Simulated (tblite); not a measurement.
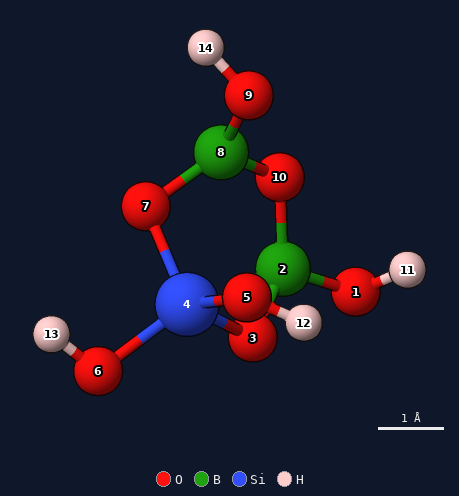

*The structure as given in the input (ball-and-stick view, seen at a tilt; atoms are numbered from 1 in the order of the input).*

**Geometry relaxation, with input and output: B₂SiH₄O₇**

- system: B₂SiH₄O₇, SMILES OB1OB(O)O[Si](O)(O)O1
- method: GFN2-xTB geometry optimisation, gas phase (tblite 0.8.0)

## The program's output
```
step      E/eV     max force
  0    -954.35330    3.515
  1    -955.29622    2.356
  2    -955.95288    2.277
  3    -956.08895    1.218
  4    -956.17023    1.030
  5    -956.27178    1.020
  6    -956.36461    1.162
  7    -956.47433    1.367
  8    -956.61107    1.206
  9    -956.73371    1.078
 10    -956.83195    0.858
 11    -956.81117    1.967
 12    -956.90024    0.744
 13    -956.92743    0.522
 14    -956.97239    0.329
 15    -956.98024    0.316
 16    -957.01357    0.415
 17    -957.02621    0.401
 18    -957.04520    0.439
 19    -957.06447    0.665
 20    -957.08345    0.446
 21    -957.10599    0.348
 22    -957.12333    0.378
 23    -957.13767    0.459
 24    -957.15723    0.424
 25    -957.17557    0.460
 26    -957.19087    0.419
 27    -957.20717    0.377
 28    -957.22273    0.462
 29    -957.24265    0.381
 30    -957.25705    0.312
 31    -957.27135    0.354
 32    -957.28058    0.266
 33    -957.29006    0.317
 34    -957.29732    0.200
 35    -957.30833    0.220
 36    -957.31438    0.205
 37    -957.32277    0.217
 38    -957.32862    0.227
 39    -957.33300    0.168
 40    -957.33527    0.113
 41    -957.33669    0.138
 42    -957.33856    0.132
 43    -957.34113    0.160
 44    -957.34385    0.123
 45    -957.34497    0.097
 46    -957.34615    0.083
 47    -957.34725    0.094
 48    -957.34876    0.114
 49    -957.35007    0.088
 50    -957.35102    0.112
 51    -957.35171    0.081
 52    -957.35251    0.080
 53    -957.35338    0.100
 54    -957.35394    0.087
 55    -957.35450    0.078
 56    -957.35516    0.097
 57    -957.35600    0.097
 58    -957.35681    0.096
 59    -957.35735    0.071
 60    -957.35775    0.168
 61    -957.35835    0.094
 62    -957.35950    0.112
 63    -957.36061    0.141
 64    -957.36134    0.142
 65    -957.36225    0.095
 66    -957.36338    0.116
 67    -957.36503    0.090
 68    -957.36520    0.365
 69    -957.36689    0.079
 70    -957.36732    0.054
 71    -957.36767    0.103
 72    -957.36792    0.099
 73    -957.36844    0.074
 74    -957.36896    0.066
 75    -957.36954    0.071
 76    -957.36998    0.056
 77    -957.37032    0.053
 78    -957.37031    0.197
 79    -957.37073    0.073
 80    -957.37100    0.049
 81    -957.37135    0.041
 82    -957.37191    0.052
 83    -957.37235    0.055
 84    -957.37307    0.089
 85    -957.37355    0.102
 86    -957.37398    0.045
 87    -957.37408    0.060
 88    -957.37418    0.024
 89    -957.37429    0.025
 90    -957.37448    0.024
 91    -957.37465    0.023
 92    -957.37476    0.026
 93    -957.37480    0.015
 94    -957.37483    0.019
 95    -957.37486    0.016
 96    -957.37492    0.030
 97    -957.37496    0.033
 98    -957.37501    0.026
 99    -957.37504    0.015
100    -957.37506    0.008
101    -957.37508    0.009
102    -957.37509    0.010
103    -957.37511    0.011
104    -957.37512    0.015
105    -957.37514    0.021
106    -957.37517    0.025
107    -957.37521    0.024
108    -957.37526    0.022
109    -957.37532    0.023
110    -957.37537    0.017
111    -957.37540    0.010
112    -957.37542    0.008
113    -957.37543    0.012
114    -957.37544    0.008
```

## Trajectory as extended XYZ (Å, eV, eV/Å), 15 of the 30 frames kept, from step=0 to step=114
```
14
Properties=species:S:1:pos:R:3:forces:R:3 step=0 energy=-954.35330
O     3.0460   -0.2995   -0.7010   -2.1660   0.7560   1.2520
B     1.6042   -0.1155   -0.7546    1.1480  -0.3400   2.5720
O     0.8192   -1.2895   -0.3836   -0.4340   3.1420  -0.9430
Si   -0.8154   -0.9740   -0.0495   -0.9630  -0.6560  -0.6820
O    -0.9964   -0.9099    1.6336    0.8600  -0.4260  -1.8940
O    -1.8600   -2.1312   -0.8051    1.0350   2.6840   1.1800
O    -1.1863    0.5272   -0.8074    2.0830  -0.2020   1.8740
B    -0.2103    1.4794   -0.2749   -0.3960  -0.7520   1.6140
O    -0.6647    2.3005    0.8505    0.2540   0.1870  -3.5010
O     1.1697    1.2599   -0.4855   -1.9120  -2.3200  -0.5160
H     3.3168    0.0633    0.1935   -0.1840  -0.4290  -1.7900
H    -0.1984   -1.2143    2.0975   -0.6400   0.2140  -0.1050
H    -2.6885   -1.6526   -1.0040    0.5670  -0.6840   0.0120
H    -1.3022    2.9737    0.4816    0.7470  -1.1740   0.9270
14
Properties=species:S:1:pos:R:3:forces:R:3 step=8 energy=-956.61107
O     2.8860   -0.3570   -0.5750    0.7170  -0.3190   0.4440
B     1.5779   -0.1085   -0.4905   -0.1570  -0.1230  -0.4200
O     0.7572   -1.2002   -0.5100   -0.5290   0.2500   0.0630
Si   -0.8093   -0.9698   -0.1147    0.1250   0.3350   0.2550
O    -0.9695   -1.0004    1.5046   -0.0620  -0.0820   0.1100
O    -1.7925   -2.0273   -0.7745   -0.3790  -0.4330  -0.4280
O    -1.2362    0.5466   -0.6028    0.6810   0.0550   0.5310
B    -0.2370    1.4164   -0.1993    0.5070   0.2110  -0.2160
O    -0.4279    2.5244    0.5140   -1.0520   0.5740  -0.1310
O     1.0951    1.1632   -0.3937   -0.1740  -0.6040   0.1280
H     3.4532    0.1463    0.0076    0.0610   0.3040  -0.4060
H    -0.2558   -1.2057    2.1034   -0.0050  -0.0420  -0.0540
H    -2.6587   -1.7207   -1.0351    0.0290  -0.0800  -0.0540
H    -1.3487    2.8101    0.5570    0.2370  -0.0460   0.1770
14
Properties=species:S:1:pos:R:3:forces:R:3 step=16 energy=-957.01357
O     2.8915   -0.4759   -0.3844    0.3240   0.2580   0.0260
B     1.5910   -0.1703   -0.4435   -0.3570  -0.0520  -0.0940
O     0.7056   -1.1994   -0.5484   -0.1760   0.0650   0.3210
Si   -0.8426   -0.9775   -0.0734    0.0240   0.0630   0.0730
O    -1.0310   -1.1339    1.5416    0.1430  -0.2210  -0.1500
O    -1.7818   -2.0014   -0.8674    0.0240  -0.0430  -0.1310
O    -1.1619    0.5925   -0.4014   -0.0040  -0.1310   0.1300
B    -0.1490    1.4897   -0.1642   -0.0660   0.0550  -0.0630
O    -0.4741    2.7100    0.3033    0.0770   0.0780   0.1340
O     1.1610    1.1348   -0.3139   -0.0440  -0.0240   0.0710
H     3.4617    0.2852   -0.2481   -0.0300  -0.0990  -0.1020
H    -0.2618   -1.2383    2.0987   -0.0910  -0.0340   0.0190
H    -2.6821   -1.7814   -1.0877    0.0050   0.0530   0.0290
H    -1.3928    2.7831    0.5800    0.1720   0.0320  -0.2630
14
Properties=species:S:1:pos:R:3:forces:R:3 step=24 energy=-957.15723
O     2.8940   -0.4188   -0.3751    0.3480  -0.1580  -0.1830
B     1.5766   -0.1807   -0.3705    0.0020   0.0150  -0.0660
O     0.7001   -1.2062   -0.3565    0.0220   0.0660  -0.0740
Si   -0.8828   -0.9944   -0.0175    0.2610  -0.1620   0.1880
O    -1.0604   -1.4464    1.5390   -0.0910   0.0750  -0.0210
O    -1.7409   -1.9072   -1.0199   -0.0500   0.1520   0.0130
O    -1.1700    0.6087   -0.2015    0.0900  -0.3500   0.1000
B    -0.1224    1.4965   -0.1131   -0.2740   0.1070   0.0680
O    -0.4059    2.7577    0.2500   -0.0370   0.2800  -0.0910
O     1.1634    1.1283   -0.3009   -0.0990   0.0910   0.0210
H     3.4340    0.3702   -0.4555   -0.0650  -0.0600   0.0780
H    -0.3180   -1.3074    2.1315   -0.2430  -0.0780  -0.0710
H    -2.6862   -1.7870   -1.0786    0.0600  -0.0340   0.0330
H    -1.3477    2.9041    0.3596    0.0770   0.0560   0.0060
14
Properties=species:S:1:pos:R:3:forces:R:3 step=32 energy=-957.28058
O     2.9154   -0.3778   -0.5186    0.2090   0.0200  -0.0770
B     1.6007   -0.1538   -0.3667    0.0220  -0.0530   0.1030
O     0.7664   -1.2189   -0.2472   -0.1200   0.0750  -0.1410
Si   -0.8251   -1.0636    0.0521   -0.0780   0.2000   0.1350
O    -1.1662   -1.6953    1.5087    0.1070   0.0120  -0.0400
O    -1.6879   -1.7263   -1.1333   -0.0590  -0.0050   0.1120
O    -1.1211    0.5544    0.1309    0.0410   0.0480  -0.1140
B    -0.1487    1.4971   -0.0435   -0.0190   0.1870   0.1420
O    -0.4031    2.8211    0.0441   -0.0040  -0.1040  -0.0470
O     1.1467    1.1319   -0.2544    0.0010   0.1360  -0.1100
H     3.4526    0.4168   -0.5725   -0.1260  -0.0990   0.0020
H    -0.5537   -1.4557    2.2062   -0.2010  -0.1640   0.0610
H    -2.6354   -1.8093   -1.0203    0.1800  -0.0400  -0.0080
H    -1.3068    3.0968    0.2057    0.0470  -0.2150  -0.0190
14
Properties=species:S:1:pos:R:3:forces:R:3 step=40 energy=-957.33527
O     2.9185   -0.3821   -0.5781    0.0570   0.0620  -0.0030
B     1.6134   -0.1326   -0.3792   -0.0430  -0.0420   0.0250
O     0.7538   -1.1694   -0.2680    0.0210  -0.0960   0.0410
Si   -0.8197   -1.0213    0.1035    0.0420   0.0630   0.0160
O    -1.1932   -1.7846    1.4815   -0.0850   0.0410  -0.0610
O    -1.6547   -1.6490   -1.1171    0.0110   0.0390  -0.0110
O    -1.0792    0.5946    0.2364    0.0380  -0.0180  -0.0070
B    -0.1088    1.5253   -0.0264    0.0110   0.0300   0.0620
O    -0.3998    2.8384   -0.0400   -0.0140   0.0660   0.0390
O     1.1841    1.1659   -0.2519   -0.0330   0.0060  -0.0630
H     3.4369    0.4218   -0.6200    0.0790  -0.0140  -0.0390
H    -0.7308   -1.5917    2.2935    0.0090  -0.0040   0.0080
H    -2.5757   -1.8570   -0.9952   -0.0690  -0.0700   0.0140
H    -1.3110    3.0590    0.1521   -0.0230  -0.0630  -0.0180
14
Properties=species:S:1:pos:R:3:forces:R:3 step=48 energy=-957.34876
O     2.9303   -0.3729   -0.5971    0.0420   0.0090   0.0090
B     1.6266   -0.1283   -0.3776   -0.0420  -0.0120  -0.0070
O     0.7726   -1.1696   -0.2235   -0.0240  -0.0170   0.0390
Si   -0.8109   -1.0095    0.1176    0.0140   0.0900   0.0690
O    -1.2517   -1.7891    1.4661    0.0380   0.0190   0.0240
O    -1.6659   -1.5818   -1.1183    0.0400   0.0220  -0.0560
O    -1.0422    0.6056    0.2852   -0.0200  -0.0250  -0.0270
B    -0.0866    1.5401   -0.0124   -0.0640   0.0050  -0.0090
O    -0.4053    2.8497   -0.0291    0.0200  -0.0200  -0.0310
O     1.1946    1.1732   -0.2866   -0.0220   0.0570   0.0280
H     3.4561    0.4248   -0.6728   -0.0090  -0.0360  -0.0260
H    -0.7998   -1.6493    2.2972   -0.0290   0.0010  -0.0950
H    -2.5494   -1.9086   -0.9734   -0.0020  -0.0450   0.0350
H    -1.3348    3.0331    0.1156    0.0580  -0.0480   0.0470
14
Properties=species:S:1:pos:R:3:forces:R:3 step=60 energy=-957.35775
O     2.9204   -0.3845   -0.6105    0.0000  -0.0200   0.0290
B     1.6259   -0.1233   -0.3562    0.0080   0.0290  -0.0520
O     0.7761   -1.1581   -0.1458    0.0140   0.0320  -0.0150
Si   -0.8183   -0.9790    0.1298    0.0240   0.0040  -0.0290
O    -1.2964   -1.7925    1.4414   -0.0670   0.0080  -0.0070
O    -1.6697   -1.5124   -1.1277    0.0990   0.0500  -0.0430
O    -1.0383    0.6319    0.2877   -0.0520   0.0190   0.0380
B    -0.0801    1.5587   -0.0240    0.0170  -0.0310   0.0100
O    -0.4026    2.8655   -0.0448    0.0220   0.0020   0.0200
O     1.1979    1.1842   -0.2996   -0.0010  -0.0220   0.0060
H     3.4554    0.3986   -0.7413   -0.0100   0.0140  -0.0110
H    -0.8510   -1.6864    2.2767    0.0440   0.0100   0.0740
H    -2.4601   -2.0102   -0.9506   -0.1120  -0.1240  -0.0140
H    -1.3255    3.0249    0.1559    0.0140   0.0300  -0.0060
14
Properties=species:S:1:pos:R:3:forces:R:3 step=68 energy=-957.36520
O     2.8999   -0.4013   -0.6167    0.0020   0.0840  -0.0030
B     1.6088   -0.1218   -0.3549    0.0190   0.0040   0.0000
O     0.7558   -1.1431   -0.0981    0.0390  -0.0210  -0.0490
Si   -0.8477   -0.9586    0.1323    0.0140  -0.0290   0.0010
O    -1.3351   -1.7481    1.4568   -0.0130  -0.0050   0.0320
O    -1.6842   -1.5018   -1.1316   -0.2590  -0.2420   0.0410
O    -1.0653    0.6544    0.2467   -0.0590   0.0380   0.0440
B    -0.0885    1.5720   -0.0295    0.0440   0.0090  -0.0230
O    -0.3661    2.8887   -0.0004   -0.0030   0.0180   0.0260
O     1.1835    1.1860   -0.3211    0.0310  -0.0190   0.0030
H     3.4420    0.3725   -0.7857   -0.0860  -0.0660   0.0210
H    -0.8478   -1.6895    2.2762   -0.0170   0.0260  -0.0420
H    -2.3457   -2.1872   -1.0000    0.2750   0.2390  -0.0290
H    -1.2758    3.0953    0.2171    0.0120  -0.0370  -0.0210
14
Properties=species:S:1:pos:R:3:forces:R:3 step=76 energy=-957.36998
O     2.8881   -0.4109   -0.6281    0.0010   0.0350   0.0050
B     1.6003   -0.1280   -0.3602    0.0040   0.0090  -0.0020
O     0.7440   -1.1447   -0.1028   -0.0050   0.0060  -0.0020
Si   -0.8591   -0.9437    0.1308   -0.0140  -0.0290  -0.0070
O    -1.3601   -1.7269    1.4550    0.0360   0.0040   0.0010
O    -1.7003   -1.4963   -1.1263   -0.0290   0.0390   0.0050
O    -1.0698    0.6701    0.2407   -0.0110  -0.0140  -0.0150
B    -0.0821    1.5812   -0.0318    0.0140  -0.0150   0.0520
O    -0.3486    2.8994    0.0269    0.0010  -0.0100  -0.0190
O     1.1848    1.1835   -0.3257    0.0060  -0.0010  -0.0010
H     3.4224    0.3665   -0.7950   -0.0050  -0.0140  -0.0020
H    -0.8659   -1.6768    2.2701   -0.0130   0.0240   0.0050
H    -2.2593   -2.2586   -0.9998    0.0020  -0.0140  -0.0130
H    -1.2608    3.1024    0.2372    0.0130  -0.0200  -0.0090
14
Properties=species:S:1:pos:R:3:forces:R:3 step=84 energy=-957.37307
O     2.8895   -0.4080   -0.6337   -0.0020  -0.0020  -0.0130
B     1.6008   -0.1334   -0.3634   -0.0010  -0.0100   0.0110
O     0.7408   -1.1520   -0.1285   -0.0270   0.0000  -0.0120
Si   -0.8600   -0.9485    0.1252   -0.0110   0.0180   0.0250
O    -1.3392   -1.7379    1.4530    0.0040  -0.0060   0.0250
O    -1.7395   -1.4699   -1.1178   -0.0470  -0.0750   0.0090
O    -1.0678    0.6645    0.2474    0.0230   0.0050   0.0130
B    -0.0755    1.5738   -0.0119   -0.0070   0.0000  -0.0480
O    -0.3406    2.8924    0.0304   -0.0240  -0.0030   0.0100
O     1.1911    1.1781   -0.3047    0.0090  -0.0080   0.0210
H     3.4102    0.3792   -0.7933    0.0460   0.0010  -0.0010
H    -0.8812   -1.6334    2.2843   -0.0030   0.0090  -0.0230
H    -2.2371   -2.2792   -1.0152    0.0480   0.0590  -0.0260
H    -1.2578    3.0918    0.2191   -0.0080   0.0120   0.0100
14
Properties=species:S:1:pos:R:3:forces:R:3 step=92 energy=-957.37476
O     2.8813   -0.4173   -0.6461    0.0000  -0.0040   0.0110
B     1.5943   -0.1375   -0.3709   -0.0030  -0.0030  -0.0050
O     0.7254   -1.1527   -0.1543   -0.0070   0.0070   0.0020
Si   -0.8730   -0.9442    0.1190    0.0030   0.0090   0.0090
O    -1.3347   -1.7211    1.4614    0.0130   0.0070  -0.0020
O    -1.7712   -1.4716   -1.1076    0.0110   0.0240   0.0000
O    -1.0742    0.6694    0.2300    0.0070  -0.0040   0.0010
B    -0.0748    1.5760   -0.0129   -0.0050  -0.0040   0.0060
O    -0.3352    2.8948    0.0512   -0.0110  -0.0050  -0.0030
O     1.1937    1.1766   -0.2929   -0.0090  -0.0070   0.0020
H     3.4163    0.3657   -0.7791    0.0110  -0.0080  -0.0090
H    -0.8782   -1.5864    2.2888   -0.0010  -0.0040  -0.0040
H    -2.1837   -2.3285   -1.0381   -0.0040  -0.0150  -0.0050
H    -1.2520    3.0942    0.2425   -0.0040   0.0070  -0.0010
14
Properties=species:S:1:pos:R:3:forces:R:3 step=100 energy=-957.37506
O     2.8800   -0.4214   -0.6437   -0.0030  -0.0020  -0.0030
B     1.5937   -0.1357   -0.3714   -0.0010   0.0000   0.0080
O     0.7241   -1.1503   -0.1552    0.0000   0.0000   0.0020
Si   -0.8732   -0.9422    0.1220    0.0040   0.0010   0.0060
O    -1.3310   -1.7254    1.4616   -0.0030   0.0030   0.0020
O    -1.7722   -1.4646   -1.1061   -0.0030   0.0060   0.0030
O    -1.0740    0.6706    0.2393    0.0060  -0.0040   0.0000
B    -0.0761    1.5771   -0.0101   -0.0060   0.0000  -0.0050
O    -0.3406    2.8956    0.0475    0.0030   0.0000  -0.0020
O     1.1924    1.1783   -0.2929   -0.0080  -0.0030   0.0000
H     3.4230    0.3544   -0.7854   -0.0020   0.0040   0.0010
H    -0.8805   -1.5876    2.2916    0.0050  -0.0020  -0.0030
H    -2.1746   -2.3274   -1.0448    0.0020   0.0010  -0.0070
H    -1.2574    3.0957    0.2387    0.0040  -0.0040  -0.0010
14
Properties=species:S:1:pos:R:3:forces:R:3 step=108 energy=-957.37526
O     2.8765   -0.4229   -0.6431    0.0110  -0.0160  -0.0020
B     1.5912   -0.1367   -0.3679    0.0060  -0.0040  -0.0030
O     0.7242   -1.1523   -0.1438   -0.0090   0.0200  -0.0030
Si   -0.8741   -0.9414    0.1280    0.0030   0.0080   0.0100
O    -1.3341   -1.7260    1.4661    0.0070   0.0060   0.0020
O    -1.7727   -1.4541   -1.1048   -0.0070  -0.0150   0.0090
O    -1.0732    0.6714    0.2482    0.0020  -0.0040  -0.0080
B    -0.0777    1.5776   -0.0115   -0.0040  -0.0030   0.0070
O    -0.3415    2.8963    0.0411   -0.0030  -0.0020  -0.0060
O     1.1895    1.1774   -0.2974   -0.0050  -0.0070   0.0010
H     3.4206    0.3508   -0.7913   -0.0080   0.0100   0.0030
H    -0.8730   -1.5966    2.2920   -0.0060  -0.0070  -0.0070
H    -2.1640   -2.3233   -1.0587    0.0090   0.0150  -0.0050
H    -1.2579    3.0970    0.2341    0.0030  -0.0020   0.0010
14
Properties=species:S:1:pos:R:3:forces:R:3 step=114 energy=-957.37544
O     2.8747   -0.4264   -0.6460   -0.0030   0.0040   0.0050
B     1.5898   -0.1392   -0.3683   -0.0020   0.0020   0.0010
O     0.7211   -1.1518   -0.1406    0.0020  -0.0020   0.0010
Si   -0.8763   -0.9384    0.1346    0.0000  -0.0010  -0.0030
O    -1.3356   -1.7255    1.4708    0.0030   0.0000   0.0020
O    -1.7766   -1.4445   -1.0995   -0.0080   0.0000   0.0000
O    -1.0730    0.6739    0.2555   -0.0010   0.0000  -0.0020
B    -0.0773    1.5778   -0.0108    0.0020  -0.0010  -0.0040
O    -0.3414    2.8967    0.0344    0.0000  -0.0040   0.0000
O     1.1887    1.1754   -0.2989    0.0040   0.0030   0.0010
H     3.4156    0.3500   -0.7927    0.0010  -0.0010  -0.0020
H    -0.8711   -1.6039    2.2958   -0.0020  -0.0040  -0.0010
H    -2.1473   -2.3230   -1.0734    0.0020   0.0000   0.0020
H    -1.2574    3.0963    0.2300    0.0010   0.0040   0.0000
```

The run was set up as follows.

## The input
```
{"job": {"kind": "relax", "xc": "GFN2-xTB", "basis": "xTB"}, "charge": 0, "multiplicity": 1}
O      3.045955    -0.299531    -0.701043
B      1.604224    -0.115514    -0.754580
O      0.819221    -1.289503    -0.383642
Si    -0.815362    -0.974033    -0.049498
O     -0.996443    -0.909943     1.633563
O     -1.860039    -2.131222    -0.805064
O     -1.186333     0.527168    -0.807394
B     -0.210285     1.479428    -0.274852
O     -0.664688     2.300491     0.850466
O      1.169706     1.259949    -0.485514
H      3.316796     0.063282     0.193469
H     -0.198375    -1.214327     2.097543
H     -2.688492    -1.652616    -1.003959
H     -1.302187     2.973707     0.481557
```

The first line tells a small driver script what to run in tblite; the rest is the geometry in Å.

Command:
```bash
OMP_NUM_THREADS=1 python <driver script> task.json out
```

## Key numbers

| quantity | value |
| --- | --- |
| outcome | converged |
| total energy | −957.3754 eV |
| hardware | 1 CPU thread, shared host |
| wall time | 3.2 s |
| peak memory | 0.17 GiB |
